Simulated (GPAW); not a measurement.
Geometry relaxation, with input and output: GeH2Br (part 1 of 5)

System: GeH2Br, multiplicity 2, SMILES [GeH2][Br].
Method: PBEsol/dzp, UKS, dispersion D3(BJ), scalar-relativistic datasets (GPAW 26.7.0).

The geometry comes from this level: UFF from SMILES.

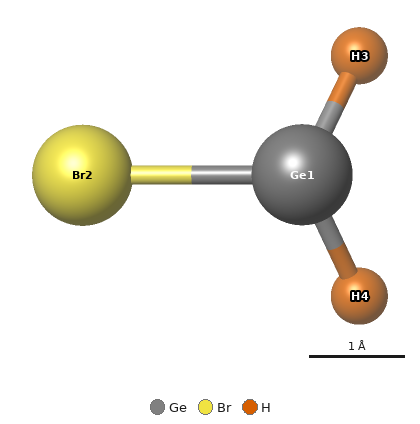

Fig. 1: The structure as given in the input (ball-and-stick view, seen on its broad side; atoms are numbered from 1 in the order of the input). Sticks mark near contacts.

## Results in brief

| quantity | value |
| --- | --- |
| outcome | converged |
| energy relative to the program's reference atoms | −11.5857 eV |
| dispersion energy | −0.001120 hartree |
| basis functions | 36 |
| largest force | 0.029 eV/Å |
| dipole moment | 1.35 D |
| hardware | 1 thread of Arm Neoverse V1, 112 GiB of memory available, shared host |
| wall time | 3.3 min |
| peak memory | 0.83 GiB |

## Notes

Further notes kept with the run: datasets made with stock radii, not tested.

## Input (brgeh2_relax.py)
```python
from ase import Atoms
from ase.calculators.mixing import SumCalculator
from ase.io import write
from ase.optimize import FIRE
from dftd3.ase import DFTD3
from gpaw import GPAW, setup_paths
from gpaw.atom.configurations import parameters
from gpaw.atom.generator import Generator
from rdkit import Chem
from rdkit.Chem import AllChem

# Structure
rd = Chem.AddHs(Chem.MolFromSmiles('[GeH2][Br]'))
AllChem.EmbedMolecule(rd, randomSeed=13)
AllChem.UFFOptimizeMolecule(rd)
molecule = Atoms([a.GetSymbol() for a in rd.GetAtoms()], positions=rd.GetConformer().GetPositions())
write('start.xyz', molecule)
molecule.center(vacuum=5.0)
molecule.set_initial_magnetic_moments([0.5, 0.5, 0.0, 0.0])

# Generate the setups first
for symbol in ['Br', 'Ge', 'H']:
    Generator(symbol, xcname='PBEsol', scalarrel=True, nofiles=True, txt=None).run(**parameters[symbol])
setup_paths.insert(0, '.')

# GPAW settings
dft = GPAW(mode='lcao',
           occupations={'name': 'fermi-dirac', 'width': 0.0, 'fixmagmom': True},
           poissonsolver={'name': 'fast'},
           maxiter=100,
           h=0.2,
           xc='PBEsol',
           basis='dzp',
           txt='-')
molecule.calc = SumCalculator([DFTD3(method='PBEsol', damping='d3bj'), dft])

opt = FIRE(molecule, trajectory='brgeh2.traj')
converged = opt.run(fmax=0.05, steps=100)
print('Converged:', converged)
print(f'Final energy            {molecule.get_potential_energy():.5f} eV')
write('relaxed.xyz', molecule)
```

Command:
```bash
python3 -u brgeh2_relax.py | tee brgeh2_relax.out
```

## What the program printed
```
__  _  _
 | _ |_)|_||  |
 |__||  | ||/\| - 26.7.0

units:  Angstrom and eV
cores:  1
OpenMP: False

Versions:
  Python: 3.12.14
  ASE:    3.29.0
  Numpy:  2.5.5
  Scipy:  1.18.1
  Libxc:  7.0.0

        _gpaw.cpython-312-aarch64-linux-gnu.so

Input parameters:
  mode=LCAO(),
  basis={'default': 'dzp'},
  h=0.2,
  maxiter=100,
  occupations=Occupations(name='fermi-dirac', width=0.0, fixmagmom=True),
  poissonsolver=PoissonSolver(name='fast'),
  xc=XC(name='PBEsol')
         .-------------------------------.
        /|                               |
       / |                               |
      /  |                               |
     /   |                               |
    /    |                               |
   /     |                               |
  /      |                               |
 *       |                               |
 |       |                               |
 |       |        HGe                    |
 |       |               Br              |
 |       |       H                       |
 |       .-------------------------------.
 |      /                               /
 |     /                               /
 |    /                               /
 |   /                               /
 |  /                               /
 | /                               /
 |/                               /
 *-------------------------------*

Atoms  # Å, Bohr magnetons
|   | symbol |        x |        y |        z |    initial magnetic moments |
|---|--------|----------|----------|----------|-----------------------------|
| 0 |     Ge | 5.678351 | 6.259103 | 5.597823 | ( 0.0000,  0.0000,  0.5000) |
| 1 |     Br | 7.944117 | 6.247143 | 5.063952 | ( 0.0000,  0.0000,  0.5000) |
| 2 |      H | 5.000000 | 5.000000 | 5.000000 | ( 0.0000,  0.0000,  0.0000) |
| 3 |      H | 5.015744 | 7.531260 | 5.010060 | ( 0.0000,  0.0000,  0.0000) |

Unit cell  # Å
| periodic |         x |         y |         z |   lengths |    angles |
|----------|-----------|-----------|-----------|-----------|-----------|
|       no | 12.944117 |  0.000000 |  0.000000 | 12.944117 | 90.000000 |
|       no |  0.000000 | 12.531260 |  0.000000 | 12.531260 | 90.000000 |
|       no |  0.000000 |  0.000000 | 10.597823 | 10.597823 | 90.000000 |

Number of symmetries: 1
Symmetry operations  # r_c * U_cc + t_c -> r_c
|   | kind |            matrix            |
|---|------|------------------------------|
| 0 |  E   |  1, 0, 0,  0, 1, 0,  0, 0, 1 |

BZ-sampling:
  Number of BZ points: 1
  Number of IBZ points: 1

  Monkhorst-Pack size: [1, 1, 1]
  Monkhorst-Pack shift: [0, 0, 0]

K-points  # in reciprocal-cell coordinates
|   |                                coordinates |     weight |
|---|--------------------------------------------|------------|
| 0 | (  0.00000000,   0.00000000,   0.00000000) | 1.00000000 |

basis functions: 36
Spin-components: 2 (collinear spins)
Bands:           10
Projectors:      16
Spin-degeneracy: 1
Datatype:        <class 'float'>

  Storage: CPU
  Wave functions: 5_760 bytes (5_760 per core)

Parallelization:
  kpt:    1
  domain: 1
  band:   1

Density:
  Valence electrons: 13.0
  Components: 2
  Grid points: [64 64 52]
  Charge: 0.0  # |e|

Potential:
  Grid points: [64 64 52]

species:
  Ge:
    name:    Germanium
    Z:       32.0
    valence: 4
    core:    28
    charge:  0.0  # [|e|]
    file:    Ge.PBEsol
    compensation charges:
      type: gauss
      rc: 0.32  # [Å]
      lmax: 2
    cutoffs:
      filter: 1.77  # [Å]
      core: 3.42  # [Å]
    projectors
    | kind |    occ | energy [eV] | rcut [Å] |
    |------|--------|-------------|----------|
    |   4s |  2.000 |     -11.738 |    1.005 |
    |   4p |  2.000 |      -3.898 |    1.005 |
    |    s |        |      15.473 |    1.005 |
    |    p |        |      23.314 |    1.005 |
    |    d |        |       0.000 |    1.005 |

    LCAO basis set for Ge:
      Name: dzp
      File: Ge.dzp.basis.gz
      Number of radial functions: 5
      Number of spherical harmonics: 13
        l=0, rc=6.6406 Bohr: 4s-sz confined orbital
        l=1, rc=8.9688 Bohr: 4p-sz confined orbital
        l=0, rc=3.7500 Bohr: 4s-dz split-valence wave
        l=1, rc=5.3281 Bohr: 4p-dz split-valence wave
        l=2, rc=8.9688 Bohr: d-type Gaussian polarization
      Number of RI-basis functions 0

  Br:
    name:    Bromine
    Z:       35.0
    valence: 7
    core:    28
    charge:  0.0  # [|e|]
    file:    Br.PBEsol
    compensation charges:
      type: gauss
      rc: 0.35  # [Å]
      lmax: 2
    cutoffs:
      filter: 1.98  # [Å]
      core: 2.38  # [Å]
    projectors
    | kind |    occ | energy [eV] | rcut [Å] |
    |------|--------|-------------|----------|
    |   4s |  2.000 |     -20.120 |    1.111 |
    |   4p |  5.000 |      -7.856 |    1.111 |
    |    s |        |       7.091 |    1.111 |
    |    p |        |      19.355 |    1.111 |
    |    d |        |       0.000 |    1.111 |

    LCAO basis set for Br:
      Name: dzp
      File: Br.dzp.basis.gz
      Number of radial functions: 5
      Number of spherical harmonics: 13
        l=0, rc=5.3594 Bohr: 4s-sz confined orbital
        l=1, rc=6.8125 Bohr: 4p-sz confined orbital
        l=0, rc=2.9375 Bohr: 4s-dz split-valence wave
        l=1, rc=3.8906 Bohr: 4p-dz split-valence wave
        l=2, rc=6.8125 Bohr: d-type Gaussian polarization
      Number of RI-basis functions 0

  H:
    name:    Hydrogen
    Z:       1.0
    valence: 1
    core:    0
    charge:  0.0  # [|e|]
    file:    H.PBEsol
    compensation charges:
      type: gauss
      rc: 0.15  # [Å]
      lmax: 2
    cutoffs:
      filter: 0.85  # [Å]
      core: 0.53  # [Å]
    projectors
    | kind |    occ | energy [eV] | rcut [Å] |
    |------|--------|-------------|----------|
    |   1s |  1.000 |      -6.334 |    0.476 |
    |    s |        |      20.878 |    0.476 |
    |    p |        |       0.000 |    0.476 |

    LCAO basis set for H:
      Name: dzp
      File: H.dzp.basis.gz
      Number of radial functions: 3
      Number of spherical harmonics: 5
        l=0, rc=6.4219 Bohr: 1s-sz confined orbital
        l=0, rc=3.6094 Bohr: 1s-dz split-valence wave
        l=1, rc=6.4219 Bohr: p-type Gaussian polarization
      Number of RI-basis functions 0

Reference energy: -127935.605327  # eV

eigensolver:
  <gpaw.new.lcao.eigensolver.LCAOEigensolver object at 0xed24d67edbe0>
density mixing:
  MSR1-Mixer
  Pratt-step length: 0.05
  Maximum mixing coefficient: 0.75
  Old densities: 10
  SVD Regularization: 0.005
  Good broyden scale: 1.0
  Trust region scale: 1.0
  Backstep threshold: 4.0
  History deletion threshold: 6.0
  Fourier metric: weight=20.0, sigma=0.015

occupation numbers:
  Fixed magnetic moment: 1.000
  # Zero width

FastPoissonSolver using
    Stencil: 6*3+1=19 point O(h^6) finite-difference Laplacian
    FFT axes: []
    FST axes: [np.int64(2), np.int64(0), np.int64(1)]

xc functional:
  name: PBEsol with 2 nearest neighbor stencil
interpolation: tri-quintic # 5. degree polynomial

         .-------------------------------.
        /|                               |
       / |                               |
      /  |                               |
     /   |                               |
    /    |                               |
   /     |                               |
  /      |                               |
 *       |                               |
 |       |                               |
 |       |        HGe                    |
 |       |               Br              |
 |       |       H                       |
 |       .-------------------------------.
 |      /                               /
 |     /                               /
 |    /                               /
 |   /                               /
 |  /                               /
 | /                               /
 |/                               /
 *-------------------------------*

Atoms  # Å, Bohr magnetons
|   | symbol |        x |        y |        z |    initial magnetic moments |
|---|--------|----------|----------|----------|-----------------------------|
| 0 |     Ge | 5.678351 | 6.259103 | 5.597823 | ( 0.0000,  0.0000,  0.5000) |
| 1 |     Br | 7.944117 | 6.247143 | 5.063952 | ( 0.0000,  0.0000,  0.5000) |
| 2 |      H | 5.000000 | 5.000000 | 5.000000 | ( 0.0000,  0.0000,  0.0000) |
| 3 |      H | 5.015744 | 7.531260 | 5.010060 | ( 0.0000,  0.0000,  0.0000) |

Unit cell  # Å
| periodic |         x |         y |         z |   lengths |    angles |
|----------|-----------|-----------|-----------|-----------|-----------|
|       no | 12.944117 |  0.000000 |  0.000000 | 12.944117 | 90.000000 |
|       no |  0.000000 | 12.531260 |  0.000000 | 12.531260 | 90.000000 |
|       no |  0.000000 |  0.000000 | 10.597823 | 10.597823 | 90.000000 |

Number of symmetries: 1
Symmetry operations  # r_c * U_cc + t_c -> r_c
|   | kind |            matrix            |
|---|------|------------------------------|
| 0 |  E   |  1, 0, 0,  0, 1, 0,  0, 0, 1 |

BZ-sampling:
  Number of BZ points: 1
  Number of IBZ points: 1

  Monkhorst-Pack size: [1, 1, 1]
  Monkhorst-Pack shift: [0, 0, 0]

K-points  # in reciprocal-cell coordinates
|   |                                coordinates |     weight |
|---|--------------------------------------------|------------|
| 0 | (  0.00000000,   0.00000000,   0.00000000) | 1.00000000 |

basis functions: 36
Spin-components: 2 (collinear spins)
Bands:           10
Projectors:      16
Spin-degeneracy: 1
Datatype:        <class 'float'>

  Storage: CPU
  Wave functions: 5_760 bytes (5_760 per core)

Parallelization:
  kpt:    1
  domain: 1
  band:   1

Density:
  Valence electrons: 13.0
  Components: 2
  Grid points: [64 64 52]
  Charge: 0.0  # |e|

Potential:
  Grid points: [64 64 52]

species:
  Ge:
    name:    Germanium
    Z:       32.0
    valence: 4
    core:    28
    charge:  0.0  # [|e|]
    file:    Ge.PBEsol
    compensation charges:
      type: gauss
      rc: 0.32  # [Å]
      lmax: 2
    cutoffs:
      filter: 1.77  # [Å]
      core: 3.42  # [Å]
    projectors
    | kind |    occ | energy [eV] | rcut [Å] |
    |------|--------|-------------|----------|
    |   4s |  2.000 |     -11.738 |    1.005 |
    |   4p |  2.000 |      -3.898 |    1.005 |
    |    s |        |      15.473 |    1.005 |
    |    p |        |      23.314 |    1.005 |
    |    d |        |       0.000 |    1.005 |

    LCAO basis set for Ge:
      Name: dzp
      File: Ge.dzp.basis.gz
      Number of radial functions: 5
      Number of spherical harmonics: 13
        l=0, rc=6.6406 Bohr: 4s-sz confined orbital
        l=1, rc=8.9688 Bohr: 4p-sz confined orbital
        l=0, rc=3.7500 Bohr: 4s-dz split-valence wave
        l=1, rc=5.3281 Bohr: 4p-dz split-valence wave
        l=2, rc=8.9688 Bohr: d-type Gaussian polarization
      Number of RI-basis functions 0

  Br:
    name:    Bromine
    Z:       35.0
    valence: 7
    core:    28
    charge:  0.0  # [|e|]
    file:    Br.PBEsol
    compensation charges:
      type: gauss
      rc: 0.35  # [Å]
      lmax: 2
    cutoffs:
      filter: 1.98  # [Å]
      core: 2.38  # [Å]
    projectors
    | kind |    occ | energy [eV] | rcut [Å] |
    |------|--------|-------------|----------|
    |   4s |  2.000 |     -20.120 |    1.111 |
    |   4p |  5.000 |      -7.856 |    1.111 |
    |    s |        |       7.091 |    1.111 |
    |    p |        |      19.355 |    1.111 |
    |    d |        |       0.000 |    1.111 |

    LCAO basis set for Br:
      Name: dzp
      File: Br.dzp.basis.gz
      Number of radial functions: 5
      Number of spherical harmonics: 13
        l=0, rc=5.3594 Bohr: 4s-sz confined orbital
        l=1, rc=6.8125 Bohr: 4p-sz confined orbital
        l=0, rc=2.9375 Bohr: 4s-dz split-valence wave
        l=1, rc=3.8906 Bohr: 4p-dz split-valence wave
        l=2, rc=6.8125 Bohr: d-type Gaussian polarization
      Number of RI-basis functions 0

  H:
    name:    Hydrogen
    Z:       1.0
    valence: 1
    core:    0
    charge:  0.0  # [|e|]
    file:    H.PBEsol
    compensation charges:
      type: gauss
      rc: 0.15  # [Å]
      lmax: 2
    cutoffs:
      filter: 0.85  # [Å]
      core: 0.53  # [Å]
    projectors
    | kind |    occ | energy [eV] | rcut [Å] |
    |------|--------|-------------|----------|
    |   1s |  1.000 |      -6.334 |    0.476 |
    |    s |        |      20.878 |    0.476 |
    |    p |        |       0.000 |    0.476 |

    LCAO basis set for H:
      Name: dzp
      File: H.dzp.basis.gz
      Number of radial functions: 3
      Number of spherical harmonics: 5
        l=0, rc=6.4219 Bohr: 1s-sz confined orbital
        l=0, rc=3.6094 Bohr: 1s-dz split-valence wave
        l=1, rc=6.4219 Bohr: p-type Gaussian polarization
      Number of RI-basis functions 0

Reference energy: -127935.605327  # eV

eigensolver:
  <gpaw.new.lcao.eigensolver.LCAOEigensolver object at 0xed24d66bb3b0>
density mixing:
  MSR1-Mixer
  Pratt-step length: 0.05
  Maximum mixing coefficient: 0.75
  Old densities: 10
  SVD Regularization: 0.005
  Good broyden scale: 1.0
  Trust region scale: 1.0
  Backstep threshold: 4.0
  History deletion threshold: 6.0
  Fourier metric: weight=20.0, sigma=0.015

occupation numbers:
  Fixed magnetic moment: 1.000
  # Zero width

FastPoissonSolver using
    Stencil: 6*3+1=19 point O(h^6) finite-difference Laplacian
    FFT axes: []
    FST axes: [np.int64(2), np.int64(0), np.int64(1)]

xc functional:
  name: PBEsol with 2 nearest neighbor stencil
interpolation: tri-quintic # 5. degree polynomial

Initialization done in: 10.516 s

convergence criteria:
- Maximum [total energy] change in last 3 cyles: 0.0005 eV / valence electron
- Maximum integral of absolute [dens]ity change: 0.0001 electrons / valence electron
- Maximum integral of absolute [eigenst]ate change: 4e-08 eV^2 / valence electron
maximum number of iterations: 100
```
